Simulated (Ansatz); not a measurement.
## Run report: CH$_{5}$ClFNSi$_{2}$, geometry relaxation (part 1 of 3)

- system: CH$_{5}$ClFNSi$_{2}$
- method: RKS PBE-D4/6-31G (Ansatz 0.2.0)

It belongs to a series of runs on one base structure; here: end point B relaxed. Figures and captions count atoms from 1; the log counts them from 0 in places.

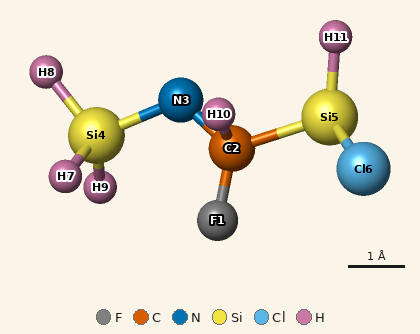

The structure as given in the input (ball-and-stick view, seen at an oblique angle; atoms are numbered from 1 in the order of the input). Bond lengths as drawn: Cl–Si 2.07 Å, C–F 1.32 Å, C–H 1.09 Å, C–N 1.29 Å, C–Si 1.90 Å, H–Si 1.46 to 1.52 Å and N–Si 1.71 Å.

Results in brief:

```tsv
quantity	value
outcome	converged
total energy	−33580.1649 eV
mean-field energy	−33579.8290 eV
largest force (length of the vector) at the end	0.024 eV/Å
hardware	1 thread of Intel Xeon @ 2.70GHz, 189 GiB of memory available, shared host
wall time	5.2 min
peak memory	0.22 GiB
```

Input:
```yaml
crystal:
  periodic: [false, false, false]
  atoms:
    - { symbol: F, position_ang: [0.0181, 1.2329, 0.8543] }
    - { symbol: C, position_ang: [0.1297, 0.3519, -0.1185] }
    - { symbol: "N", position_ang: [-0.1725, -0.8906, 0.0791] }
    - { symbol: Si, position_ang: [-0.6648, -1.3008, 1.6632] }
    - { symbol: Si, position_ang: [0.7874, 0.927, -1.8008] }
    - { symbol: Cl, position_ang: [-0.2883, 2.5744, -2.447] }
    - { symbol: H, position_ang: [-1.9746, -0.5709, 1.9049] }
    - { symbol: H, position_ang: [-0.944, -2.7546, 1.6941] }
    - { symbol: H, position_ang: [0.2915, -0.9244, 2.7111] }
    - { symbol: H, position_ang: [-0.71344, 0.04733, -0.73854] }
    - { symbol: H, position_ang: [0.6772, -0.0904, -2.8406] }
basis:
  gaussian: { orbitals: "6-31G" }
hamiltonian:
  xc: pbe
  dispersion: d4
relax:
  f_tol: 0.02
  max_steps: 50
```

Command:
```bash
ansatz run input.yaml --threads 1 --pin off --max-ram 2048MiB --backend cpu --events-out ev --progress --plain --runs-dir out
```

The program's output:
```
The last accepted step is kept in [file] (removed where the run ends without a failure and the disk answers)
Engine: ansatz 0.2.0, x86_64-unknown-linux-gnu
Functional definition: PBE
  parameter kappa = 0.804
  parameter beta = 0.06672455060314922
  exchange = pbe_x(kappa = kappa, mu = beta*pi^2/3)
  correlation = pbe_c(beta = beta)
992 factors; integrals over basis functions are off by at most 1.6e-4 eV
mean field evaluation 1: about -33562.1839 eV, gradient 7.1e1 eV
mean field evaluation 2: about -33434.5177 eV, gradient 1.7e2 eV
mean field evaluation 4: about -33570.8847 eV, gradient 3.2e1 eV
mean field evaluation 8: about -33575.2506 eV, gradient 5.0e-1 eV
mean field evaluation 16: about -33575.2452 eV, gradient 2.2e-4 eV
mean field -33575.24517934 eV, -1233.8675022221 hartree, gradient 6.0e-5 eV, S^2 0.000000; 0 other end points of the search recorded, 0 dependent functions left out
the calculation of the forces begins
reference -33575.24522151 eV, -1233.8675037720 hartree; 36, 36 occupied and 40, 40 virtual orbitals, 992 factors
relax step   1: F+E_penalty+E_count = -33575.55293807 eV  Δ(F+E_penalty+E_count) = +0.000e0 eV  max|allowed force component| = 4.020e0 eV/Å  Δτ_max = 0.0000 Å  (28 SCF iters, accepted)
these checks for a lower state are left out or cut short: starts, cluster_reference, orbital_swaps, neighbouring_geometries, increment
992 factors; integrals over basis functions are off by at most 1.7e-4 eV
mean field -33576.65119966 eV, -1233.9191725158 hartree, gradient 1.6e-5 eV, S^2 0.000000; 0 other end points of the search recorded, 0 dependent functions left out
[... from here on the field's lines of each further geometry are left out, up to the last ...]
relax step   2: F+E_penalty+E_count = -33576.95404106 eV  Δ(F+E_penalty+E_count) = -1.401e0 eV  max|allowed force component| = 1.547e0 eV/Å  Δτ_max = 0.1941 Å  (36 SCF iters, accepted)
relax step   3: F+E_penalty+E_count = -33577.49140773 eV  Δ(F+E_penalty+E_count) = -5.374e-1 eV  max|allowed force component| = 2.921e0 eV/Å  Δτ_max = 0.1900 Å  (36 SCF iters, accepted)
relax step   4: F+E_penalty+E_count = -33577.89352540 eV  Δ(F+E_penalty+E_count) = -4.021e-1 eV  max|allowed force component| = 2.978e0 eV/Å  Δτ_max = 0.1948 Å  (31 SCF iters, accepted)
relax step   5: F+E_penalty+E_count = -33578.17275624 eV  Δ(F+E_penalty+E_count) = -2.792e-1 eV  max|allowed force component| = 1.757e0 eV/Å  Δτ_max = 0.1995 Å  (32 SCF iters, accepted)
relax step   6: F+E_penalty+E_count = -33578.32001739 eV  Δ(F+E_penalty+E_count) = -1.473e-1 eV  max|allowed force component| = 1.396e0 eV/Å  Δτ_max = 0.1742 Å  (32 SCF iters, accepted)
relax step   7: F+E_penalty+E_count = -33578.46622994 eV  Δ(F+E_penalty+E_count) = -1.462e-1 eV  max|allowed force component| = 1.769e0 eV/Å  Δτ_max = 0.1935 Å  (31 SCF iters, accepted)
relax step   8: F+E_penalty+E_count = -33578.63046768 eV  Δ(F+E_penalty+E_count) = -1.642e-1 eV  max|allowed force component| = 1.790e0 eV/Å  Δτ_max = 0.1951 Å  (31 SCF iters, accepted)
relax step   9: F+E_penalty+E_count = -33578.74423977 eV  Δ(F+E_penalty+E_count) = -1.138e-1 eV  max|allowed force component| = 1.366e0 eV/Å  Δτ_max = 0.1917 Å  (30 SCF iters, accepted)
relax step  10: F+E_penalty+E_count = -33578.77299505 eV  Δ(F+E_penalty+E_count) = -2.876e-2 eV  max|allowed force component| = 5.635e-1 eV/Å  Δτ_max = 0.1909 Å  (30 SCF iters, accepted)
relax step  11: F+E_penalty+E_count = -33578.80843882 eV  Δ(F+E_penalty+E_count) = -3.544e-2 eV  max|allowed force component| = 4.870e-1 eV/Å  Δτ_max = 0.0994 Å  (29 SCF iters, accepted)
relax step  12: F+E_penalty+E_count = -33578.82691991 eV  Δ(F+E_penalty+E_count) = -1.848e-2 eV  max|allowed force component| = 1.963e-1 eV/Å  Δτ_max = 0.1513 Å  (29 SCF iters, accepted)
relax step  13: F+E_penalty+E_count = -33578.85574949 eV  Δ(F+E_penalty+E_count) = -2.883e-2 eV  max|allowed force component| = 2.792e-1 eV/Å  Δτ_max = 0.1971 Å  (29 SCF iters, accepted)
relax step  14: F+E_penalty+E_count = -33578.89638084 eV  Δ(F+E_penalty+E_count) = -4.063e-2 eV  max|allowed force component| = 4.200e-1 eV/Å  Δτ_max = 0.1905 Å  (29 SCF iters, accepted)
relax step  15: F+E_penalty+E_count = -33578.95830103 eV  Δ(F+E_penalty+E_count) = -6.192e-2 eV  max|allowed force component| = 7.443e-1 eV/Å  Δτ_max = 0.1904 Å  (33 SCF iters, accepted)
relax step  16: F+E_penalty+E_count = -33579.07233590 eV  Δ(F+E_penalty+E_count) = -1.140e-1 eV  max|allowed force component| = 1.063e0 eV/Å  Δτ_max = 0.1952 Å  (35 SCF iters, accepted)
relax step  17: F+E_penalty+E_count = -33579.26075660 eV  Δ(F+E_penalty+E_count) = -1.884e-1 eV  max|allowed force component| = 1.190e0 eV/Å  Δτ_max = 0.1960 Å  (33 SCF iters, accepted)
relax step  18: F+E_penalty+E_count = -33579.55035470 eV  Δ(F+E_penalty+E_count) = -2.896e-1 eV  max|allowed force component| = 1.224e0 eV/Å  Δτ_max = 0.1924 Å  (33 SCF iters, accepted)
relax step  19: F+E_penalty+E_count = -33579.78288377 eV  Δ(F+E_penalty+E_count) = -2.325e-1 eV  max|allowed force component| = 9.136e-1 eV/Å  Δτ_max = 0.1947 Å  (34 SCF iters, accepted)
relax step  20: F+E_penalty+E_count = -33579.90927714 eV  Δ(F+E_penalty+E_count) = -1.264e-1 eV  max|allowed force component| = 8.767e-1 eV/Å  Δτ_max = 0.1910 Å  (30 SCF iters, accepted)
relax step  21: F+E_penalty+E_count = -33579.95465503 eV  Δ(F+E_penalty+E_count) = -4.538e-2 eV  max|allowed force component| = 4.724e-1 eV/Å  Δτ_max = 0.1987 Å  (35 SCF iters, accepted)
relax step  22: F+E_penalty+E_count = -33580.00264268 eV  Δ(F+E_penalty+E_count) = -4.799e-2 eV  max|allowed force component| = 3.269e-1 eV/Å  Δτ_max = 0.1608 Å  (30 SCF iters, accepted)
relax step  23: F+E_penalty+E_count = -33580.02453932 eV  Δ(F+E_penalty+E_count) = -2.190e-2 eV  max|allowed force component| = 1.280e-1 eV/Å  Δτ_max = 0.1197 Å  (29 SCF iters, accepted)
relax step  24: F+E_penalty+E_count = -33580.04051081 eV  Δ(F+E_penalty+E_count) = -1.597e-2 eV  max|allowed force component| = 2.880e-1 eV/Å  Δτ_max = 0.1997 Å  (29 SCF iters, accepted)
relax step  25: F+E_penalty+E_count = -33580.06531736 eV  Δ(F+E_penalty+E_count) = -2.481e-2 eV  max|allowed force component| = 2.791e-1 eV/Å  Δτ_max = 0.1360 Å  (28 SCF iters, accepted)
relax step  26: F+E_penalty+E_count = -33580.08022075 eV  Δ(F+E_penalty+E_count) = -1.490e-2 eV  max|allowed force component| = 4.104e-1 eV/Å  Δτ_max = 0.1935 Å  (28 SCF iters, accepted)
relax step  27: F+E_penalty+E_count = -33580.11899107 eV  Δ(F+E_penalty+E_count) = -3.877e-2 eV  max|allowed force component| = 2.327e-1 eV/Å  Δτ_max = 0.1999 Å  (30 SCF iters, accepted)
relax step  28: F+E_penalty+E_count = -33580.10154143 eV  Δ(F+E_penalty+E_count) = +1.745e-2 eV  max|allowed force component| = 8.228e-1 eV/Å  Δτ_max = 0.1809 Å  (29 SCF iters, rejected (line search))
relax step  29: F+E_penalty+E_count = -33580.13916551 eV  Δ(F+E_penalty+E_count) = -2.017e-2 eV  max|allowed force component| = 1.560e-1 eV/Å  Δτ_max = 0.0872 Å  (29 SCF iters, accepted)
relax step  30: F+E_penalty+E_count = -33580.14584974 eV  Δ(F+E_penalty+E_count) = -6.684e-3 eV  max|allowed force component| = 1.925e-1 eV/Å  Δτ_max = 0.0989 Å  (28 SCF iters, accepted)
relax step  31: F+E_penalty+E_count = -33580.15187553 eV  Δ(F+E_penalty+E_count) = -6.026e-3 eV  max|allowed force component| = 2.625e-1 eV/Å  Δτ_max = 0.1467 Å  (29 SCF iters, accepted)
relax step  32: F+E_penalty+E_count = -33580.15684581 eV  Δ(F+E_penalty+E_count) = -4.970e-3 eV  max|allowed force component| = 1.751e-1 eV/Å  Δτ_max = 0.0429 Å  (30 SCF iters, accepted)
relax step  33: F+E_penalty+E_count = -33580.16033107 eV  Δ(F+E_penalty+E_count) = -3.485e-3 eV  max|allowed force component| = 3.222e-1 eV/Å  Δτ_max = 0.0808 Å  (29 SCF iters, accepted)
relax step  34: F+E_penalty+E_count = -33580.15637044 eV  Δ(F+E_penalty+E_count) = +3.961e-3 eV  max|allowed force component| = 2.907e-1 eV/Å  Δτ_max = 0.0774 Å  (30 SCF iters, rejected (line search))
relax step  35: F+E_penalty+E_count = -33580.16373976 eV  Δ(F+E_penalty+E_count) = -3.409e-3 eV  max|allowed force component| = 4.364e-2 eV/Å  Δτ_max = 0.0376 Å  (29 SCF iters, accepted)
relax step  36: F+E_penalty+E_count = -33580.16400704 eV  Δ(F+E_penalty+E_count) = -2.673e-4 eV  max|allowed force component| = 4.605e-2 eV/Å  Δτ_max = 0.0378 Å  (29 SCF iters, accepted)
relax step  37: F+E_penalty+E_count = -33580.16455118 eV  Δ(F+E_penalty+E_count) = -5.441e-4 eV  max|allowed force component| = 2.911e-2 eV/Å  Δτ_max = 0.0171 Å  (30 SCF iters, accepted)
relax step  38: F+E_penalty+E_count = -33580.16473044 eV  Δ(F+E_penalty+E_count) = -1.793e-4 eV  max|allowed force component| = 2.767e-2 eV/Å  Δτ_max = 0.0171 Å  (24 SCF iters, accepted)
relax step  39: F+E_penalty+E_count = -33580.16479330 eV  Δ(F+E_penalty+E_count) = -6.286e-5 eV  max|allowed force component| = 2.979e-2 eV/Å  Δτ_max = 0.0180 Å  (24 SCF iters, accepted)
the calculation of the forces begins
reference -33579.82897708 eV, -1234.0359536822 hartree; 36, 36 occupied and 40, 40 virtual orbitals, 992 factors
relax step  40: F+E_penalty+E_count = -33580.16482860 eV  Δ(F+E_penalty+E_count) = -3.530e-5 eV  max|allowed force component| = 1.585e-2 eV/Å  Δτ_max = 0.0049 Å  (23 SCF iters, accepted)
```

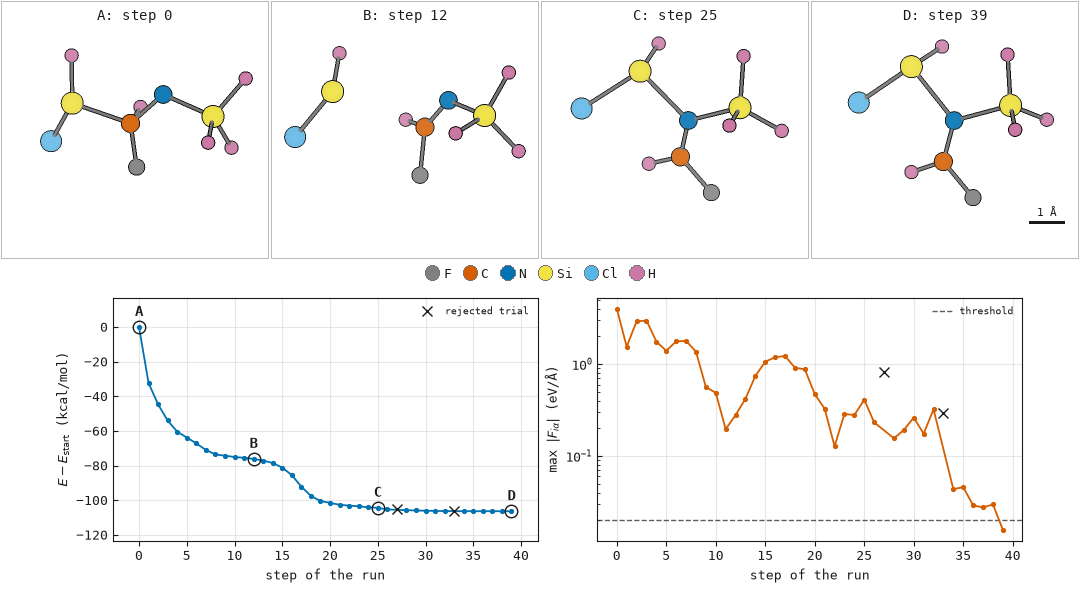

Frames of the relaxation (ball-and-stick view, seen at a tilt) above the curves, on which the letters mark them (the first geometry is step 0 here and step 1 in the log).

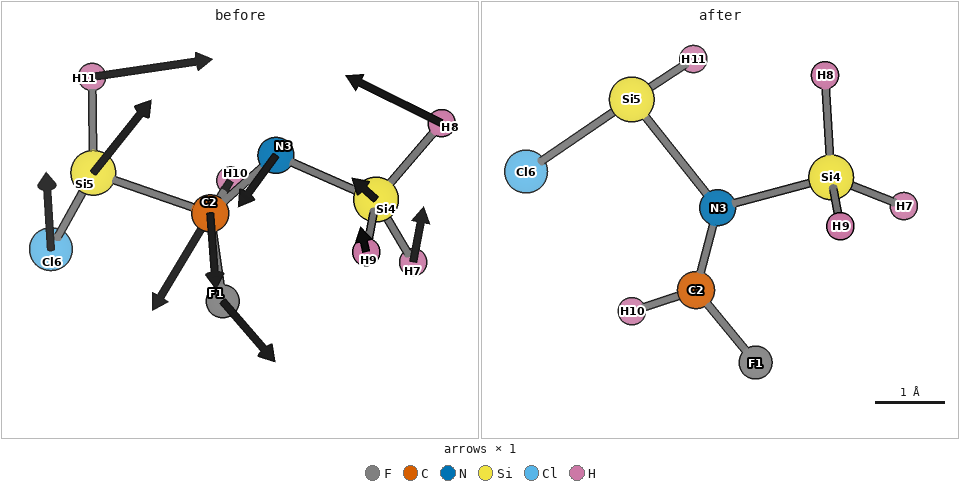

Before (left) and after (right) the relaxation, at one scale (ball-and-stick view, seen at a tilt). The black arrows give the displacements, at true length. H10 moves most after the best rigid fit: 2.23 Å. By element the largest moves are H 2.23 Å, Si 1.45 Å, Cl 1.36 Å, F 1.23 Å, C 1.18 Å, N 0.97 Å. Distances before and after: C2–Si5 1.896 → 2.951 Å, N3–Si5 2.786 → 2.018 Å, Si5–Cl6 2.071 → 2.315 Å, N3–Si4 1.709 → 1.875 Å. New bonds form: N3–Si5 (2.79 → 2.02 Å). Bonds break: C2–Si5 (1.90 → 2.95 Å). Among the angles that change: N3–C2–H10 68.8° → 125.7°, Cl6–Si5–H11 107.0° → 97.0°, F1–C2–H10 122.8° → 113.7°. The energy falls by 106.4 kcal/mol in 39 geometry steps. Largest force component: 4 eV/Å at the start, 0.016 eV/Å at the end. The line search rejected the trial steps at points 27, 33 (counted from 0) and went back. (Atoms are counted from 1 in the order of the input.)

```
992 factors; integrals over basis functions are off by at most 2.0e-4 eV
mean field -33579.82893920 eV, -1234.0359522902 hartree, gradient 2.1e-5 eV, S^2 0.000000; 1 other end points of the search recorded, 0 dependent functions left out
the calculation of the forces begins
reference -33579.82897708 eV, -1234.0359536822 hartree; 36, 36 occupied and 40, 40 virtual orbitals, 992 factors
Total energy: -33580.16486648 eV, -1234.0482973899 hartree
Atom 0 at    -1.956025     1.272968     1.088082 Å, force     0.006299    -0.003943    -0.004298 eV/Å
Atom 1 at    -1.060383     1.097310     0.032689 Å, force    -0.015852     0.011111     0.013485 eV/Å
Atom 2 at    -0.232117     0.114040     0.034058 Å, force     0.009531    -0.002811    -0.006510 eV/Å
Atom 3 at    -0.211134    -1.190624     1.380457 Å, force    -0.004033    -0.004526     0.004951 eV/Å
Atom 4 at     1.303777    -0.109668    -1.256092 Å, force    -0.001889     0.004180    -0.000104 eV/Å
Atom 5 at     0.459020     1.411249    -2.783464 Å, force     0.001349    -0.001045    -0.000463 eV/Å
Atom 6 at    -1.568957    -1.840193     1.388741 Å, force     0.004722     0.002422    -0.000674 eV/Å
Atom 7 at     0.883051    -2.120529     0.935711 Å, force    -0.004146     0.003376     0.000884 eV/Å
Atom 8 at     0.106781    -0.524723     2.692664 Å, force    -0.000376    -0.000832    -0.003939 eV/Å
Atom 9 at    -1.134868     1.866886    -0.737880 Å, force     0.004607    -0.006289    -0.002705 eV/Å
Atom 10 at     0.557115    -1.374885    -1.813707 Å, force    -0.000214    -0.001645    -0.000627 eV/Å
Dipole moment:    -0.393398    -0.441013     0.993836 e Å
```

Trajectory as extended XYZ (Å, eV, eV/Å), 40 frames, from step=1 to step=40:
```
11
Properties=species:S:1:pos:R:3:forces:R:3 step=1 energy=-33575.55294
F     0.0181    1.2329    0.8543    0.1092   3.1596   2.9181
C     0.1297    0.3519   -0.1185    1.7138   1.0544  -3.2123
N    -0.1725   -0.8906    0.0791    1.3810  -4.0198   0.1194
Si   -0.6648   -1.3008    1.6632   -1.5941  -1.5268   2.5906
Si    0.7874    0.9270   -1.8008    2.8015  -0.2109   0.9160
Cl   -0.2883    2.5744   -2.4470   -1.2388   1.9878  -0.7360
H    -1.9746   -0.5709    1.9049   -0.0145   0.0052   0.0953
H    -0.9440   -2.7546    1.6941   -0.0396  -0.4418   0.0460
H     0.2915   -0.9244    2.7111    0.5527   0.1906   0.6345
H    -0.7134    0.0473   -0.7385   -3.1891   0.7212  -2.8518
H     0.6772   -0.0904   -2.8406   -0.4820  -0.9194  -0.5198
11
Properties=species:S:1:pos:R:3:forces:R:3 step=2 energy=-33576.95404
F    -0.0283    1.3545    0.7807   -0.1744   1.3315   1.1524
C     0.0437    0.4041   -0.2035    0.1272  -1.5060  -0.9764
N    -0.1705   -0.8954    0.0904    1.1821  -0.4673   0.0044
Si   -0.6593   -1.3688    1.7222   -0.7180  -0.5888   1.5473
Si    0.9413    0.9623   -1.8218    0.9494   0.1201  -0.1012
Cl   -0.1797    2.7209   -2.5133   -0.1859   0.3490  -0.1952
H    -1.9705   -0.6483    2.0000    0.0339  -0.0499   0.0171
H    -0.9135   -2.8443    1.7495    0.0577  -0.1269  -0.0794
H     0.3108   -0.9748    2.7963    0.2222   0.0388   0.1549
H    -0.8343    0.0433   -0.8417   -1.2524   1.0130  -1.3605
H     0.6065   -0.1518   -2.7975   -0.2418  -0.1135  -0.1634
```
